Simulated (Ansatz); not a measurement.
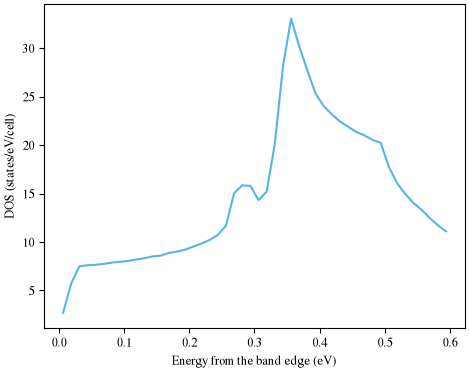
Figure: Density of states of Rb$_{2}$TiCl$_{6}$ (Fm-3m) below the valence band maximum, PBEsol, rigid bands (Ansatz, an electronic-structure program); cell volume 242.8 Å³.

Question: What effective density of states at 300 K does this give (∫ g(E) exp(−E/k_BT) dE, both spins, divided by the cell's size)?

Answer: 5.6e20 cm⁻³, a density-of-states mass of 7.9 mₑ, valleys and band degeneracy included.

Spin-orbit coupling is left out; where it splits the top of the valence band, N_v and the p-type Seebeck coefficient come out somewhat high without it. Geometry: cell and atoms relaxed with PBEsol.

Formula and space group known from diffraction (Crystallography Open Database), not checked to be the room-temperature form: Rb2TiCl6 (Fm-3m).
